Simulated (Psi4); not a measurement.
# C2H3F3 (1,1,2-trifluoroethane): MP3/def2-SVP

Aim: the vertical ionisation energy of C2H3F3 (1,1,2-trifluoroethane) at MP3/def2-SVP, from 2 runs. 

Program for the calculation: Psi4 1.11.

## Step 1: The system as given

C2H3F3 has 8 atoms, charge 0, and is taken as a singlet. As SMILES, `FCC(F)F`. The shape is that of a PBE0-D4/def2-TZVP optimisation.

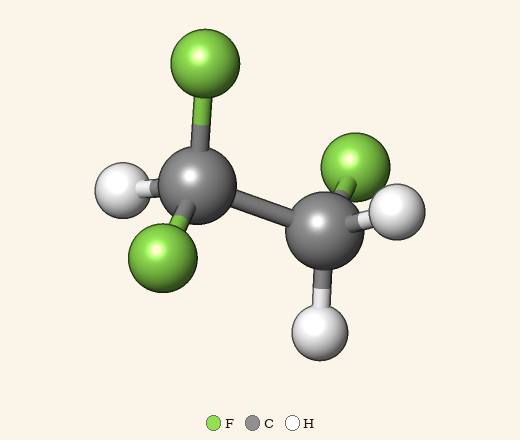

The structure, seen from a chosen angle (fluorine green, carbon grey, hydrogen white).

## Step 2: A single-point energy at MP3/def2-SVP

calc.dat

```
memory 1600 mb

molecule {
  F     -1.142800    -0.681000     1.163100
  C     -0.188200     0.195100     0.711800
  C      0.172900    -0.152400    -0.711300
  F      0.824200    -1.335800    -0.756500
  F      1.011700     0.803600    -1.182200
  H      0.701700     0.118900     1.342500
  H     -0.588500     1.211500     0.747300
  H     -0.698800    -0.217000    -1.370500
  symmetry c1
}

set {
  basis           def2-SVP
  puream          true
  e_convergence   1e-09
  d_convergence   1e-08
  scf_type        pk
  num_frozen_docc 5
  mp_type         conv
}

energy('mp3')
```

Launch:

```
$ psi4 -n 1 calc.dat calc.out
```

calc.out, shortened:

```text
[...]
  Running in c1 symmetry.
[...]
  Nuclear repulsion =  191.359785586364609
[...]
  Multiplicity = 1
[...]
  Nalpha       = 21
  Nbeta        = 21
[...]
    Number of basis functions: 85
[...]
   @RHF iter   1:  -375.41481819886241   -6.12094e-01   4.85293e-03 ADIIS/DIIS
[...]
   @RHF iter  12:  -375.49131694231232   -6.25278e-13   3.40145e-09 DIIS
[...]
    Orbital Energies [Eh]
    ---------------------
    Doubly Occupied:
       1A    -26.315300     2A    -26.309526     3A    -26.293941
       4A    -11.420695     5A    -11.339601     6A     -1.652632
       7A     -1.593128     8A     -1.584802     9A     -1.048227
      10A     -0.903837    11A     -0.799481    12A     -0.780545
      13A     -0.770962    14A     -0.720799    15A     -0.709425
      16A     -0.674904    17A     -0.663882    18A     -0.640741
      19A     -0.608428    20A     -0.554407    21A     -0.522975
[...]
  @RHF Final Energy:  -375.49131694231232
   => Energetics <=
    Nuclear Repulsion Energy =            191.3597855863646089
    One-Electron Energy =                -901.8857294419844948
    Two-Electron Energy =                 335.0346269133075339
    Total Energy =                       -375.4913169423123236
[...]
 Multipole Moments:
 ------------------------------------------------------------------------------------
     Multipole            Electronic (a.u.)      Nuclear  (a.u.)        Total (a.u.)
 ------------------------------------------------------------------------------------
 L = 1.  Multiply by 2.5417464519 to convert [e a0] to [Debye]
 Dipole X            :          0.9218312           -1.2002167           -0.2783854
 Dipole Y            :         -1.5469434            2.1837562            0.6368128
 Dipole Z            :         -1.3164738            1.4030447            0.0865710
 Magnitude           :                                                    0.7003739
[...]
	SCS-MP2 Total Energy (a.u.)        :  -376.28857850278013
	SOS-MP2 Total Energy (a.u.)        :  -376.27735483371731
[...]
	SOS-PI-MP2 Total Energy (a.u.)     :  -376.33781928690229
[...]
	MP2 Total Energy (a.u.)            :  -376.31102584090553
[...]
	SCS-MP3 Total Energy (a.u.)        :  -376.29313973882836
[...]
	MP3 Total Energy (a.u.)            :  -376.32927078509852
[...]
```

It took 12 s on 1 thread of AMD EPYC 7R43 (Zen 3), shared host; peak memory 0.5 GiB.

## Step 3: The doublet cation

input.inp

```
memory 1.6 GB

molecule m {
  1 2
  F     -1.142800    -0.681000     1.163100
  C     -0.188200     0.195100     0.711800
  C      0.172900    -0.152400    -0.711300
  F      0.824200    -1.335800    -0.756500
  F      1.011700     0.803600    -1.182200
  H      0.701700     0.118900     1.342500
  H     -0.588500     1.211500     0.747300
  H     -0.698800    -0.217000    -1.370500
  symmetry c1
  no_reorient
  no_com
}

set basis def2-SVP
set reference uhf
set puream true
set e_convergence 1e-09
set d_convergence 1e-08
set scf_type pk
set num_frozen_docc 5
set maxiter 200
set mp_type conv

energy("mp3")
print_variables()
```

Launch:

```
$ psi4 input.inp input.out -n 1
```

input.out, shortened:

```text
[...]
  Running in c1 symmetry.
[...]
  Nuclear repulsion =  191.359785586364609
[...]
  Multiplicity = 2
[...]
  Nalpha       = 21
  Nbeta        = 20
[...]
    Number of basis functions: 85
[...]
   @UHF iter   1:  -374.87346058342206   -7.07367e-02   6.05814e-03 ADIIS/DIIS
[...]
   @UHF iter  25:  -375.01063792801608   -7.95808e-12   5.40588e-09 DIIS
[...]
   @S^2 Observed:                7.638226314E-01
[...]
  @UHF Final Energy:  -375.01063792801608
   => Energetics <=
    Nuclear Repulsion Energy =            191.3597855863646089
    One-Electron Energy =                -889.5428934968645081
    Two-Electron Energy =                 323.1724699824837899
    Total Energy =                       -375.0106379280160809
  UHF NO Occupations:
  HONO-2 :   19  A 1.9983875
  HONO-1 :   20  A 1.9970669
[...]
 Multipole Moments:
 ------------------------------------------------------------------------------------
     Multipole            Electronic (a.u.)      Nuclear  (a.u.)        Total (a.u.)
 ------------------------------------------------------------------------------------
 L = 1.  Multiply by 2.5417464519 to convert [e a0] to [Debye]
 Dipole X            :        -10.7677824           10.5078221           -0.2599603
 Dipole Y            :         18.5634080          -18.0453727            0.5180353
 Dipole Z            :         11.7905874          -11.8260951           -0.0355077
 Magnitude           :                                                    0.5806899
[...]
	SCS-MP2 Total Energy (a.u.)        :  -375.81831858721233
	SOS-MP2 Total Energy (a.u.)        :  -375.80425332172962
[...]
	SOS-PI-MP2 Total Energy (a.u.)     :  -375.86530065970760
[...]
	MP2 Total Energy (a.u.)            :  -375.84644911817782
[...]
	SCS-MP3 Total Energy (a.u.)        :  -375.81951427839499
[...]
	MP3 Total Energy (a.u.)            :  -375.85123188290851
[...]
```

It took 17 s on 1 thread of AMD EPYC 7R43 (Zen 3), shared host; peak memory 0.5 GiB.

## Step 4: Results

Level: MP3/def2-SVP, 5 core orbitals frozen.

| quantity | value |
| --- | --- |
| singlet C2H3F3: total energy | -376.32927 Eh |
| singlet C2H3F3: HOMO energy (Hartree–Fock orbitals) | -14.23 eV |
| singlet C2H3F3: LUMO energy (Hartree–Fock orbitals) | 5.11 eV |
| singlet C2H3F3: HOMO–LUMO gap (Hartree–Fock orbitals) | 19.34 eV |
| singlet C2H3F3: correlation energy (5 core orbitals frozen) | -838.0 mEh |
| doublet cation: total energy | -375.85123 Eh |
| doublet cation: HOMO energy (Hartree–Fock orbitals) (highest over α and β) | -22.61 eV |
| doublet cation: LUMO energy (Hartree–Fock orbitals) (lowest over α and β) | -11.87 eV |
| doublet cation: correlation energy (5 core orbitals frozen) | -840.6 mEh |
| doublet cation: ⟨S²⟩ | 0.764 |
| vertical ionisation energy (to the doublet cation) | 13.008 eV |

What this shows: The vertical ionisation energy comes to 13.01 eV (1255 kJ/mol).
